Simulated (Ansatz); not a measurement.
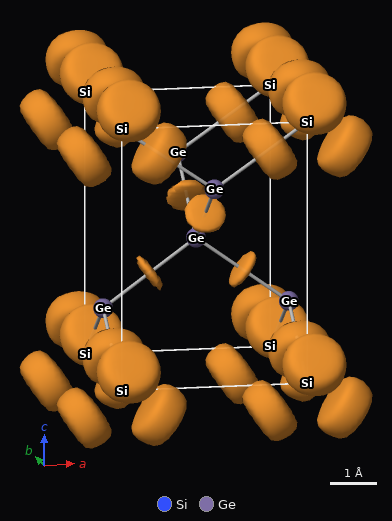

The picture shows: SiGe3. Isosurface of the electron localisation function at 0.75 (orange), seen slightly off an axis. Core shells and regions of very low density are left out. Sticks mark near contacts.

Space group P-4m2; started from the ordered alloy on diamond lattice prototype, which need not be the ambient phase; changed on purpose from its base cell (hydrostatic strain +5.0%); computed pressure about −8 GPa in this cell.

Computed with DFT, r2SCAN, plane waves, PAW (Ansatz).

Core electrons are frozen (PAW), and the valence fields are smoothed inside the atomic spheres.

```
Si Ge
1.0
     4.17039    0.00000    0.00000
     0.00000    4.17039    0.00000
     0.00000    0.00000    5.87645
Si Ge
1 3
Direct
  0.00000 0.00000 0.00000
  0.00000 0.50000 0.24429
  0.50000 0.50000 0.50000
  0.50000 0.00000 0.75571
```

Question: Identify the bonds, lone pairs and shells in this picture.

Answer: The surface consists of four regions between bonded Ge–Ge atoms (shared pairs) and four regions between bonded Ge–Si atoms (shared pairs), counted in one cell of 4 atoms. Regions shared between cells count once. Along the contacts the grid gives the following. Si–Ge (2.53 Å): the ELF peaks at about 0.95 between the atoms: a covalent bond. Ge–Ge (2.57 Å): the ELF peaks at about 0.80 between the atoms (a covalent bond).
